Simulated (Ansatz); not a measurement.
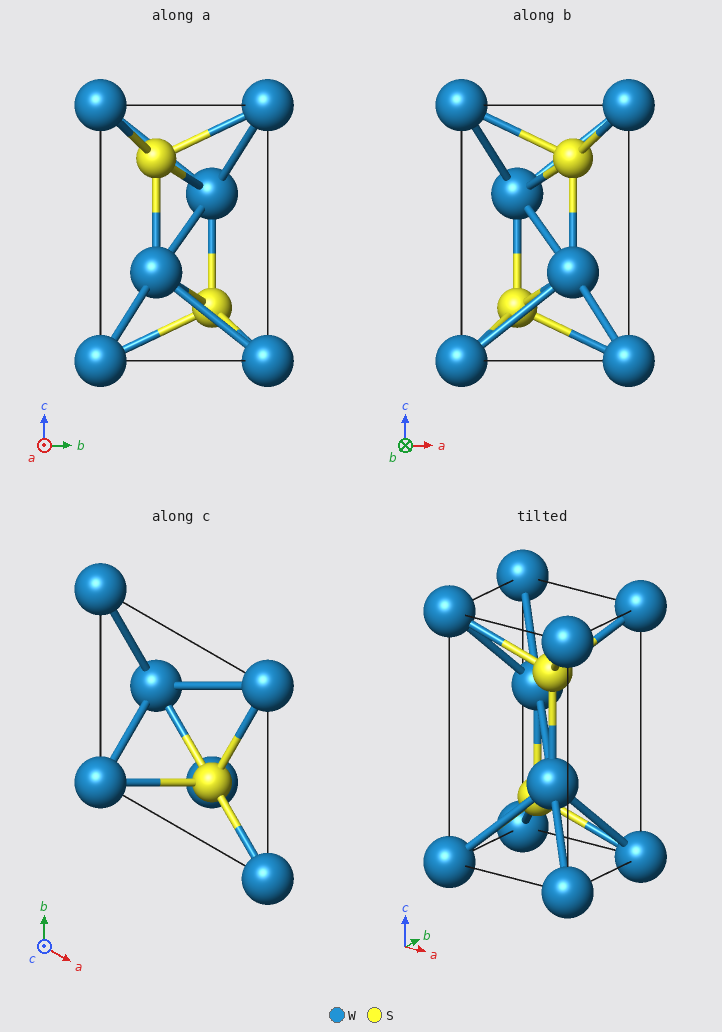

The crystal in a ball-and-stick representation, seen along the a axis, along the b axis, along the c axis and slightly off an axis. Lines trace the edges of the conventional unit cell.

Lattice parameters: a = 4.039 Å, b = 4.039 Å, c = 5.351 Å, α = 90.00°, β = 90.00°, γ = 120.00°. Put a along x and b in the xy plane.

Give the atomic positions as a POSCAR file, with free fractional coordinates to two decimals.

Answer.
```
W S
1.0
     4.039    0.000    0.000
    -2.019    3.498    0.000
     0.000    0.000    5.351
W S
3 2
Direct
  0.00 0.00 0.00
  0.3333 0.6667 0.65
  0.6667 0.3333 0.35
  0.3333 0.6667 0.21
  0.6667 0.3333 0.79
```

The model was built from a textbook structure type filled with these elements (whether it is the usual form wasn't checked). Atoms and cell were optimised with Ansatz, DFT PBE, scalar-relativistic, plane waves, PAW.
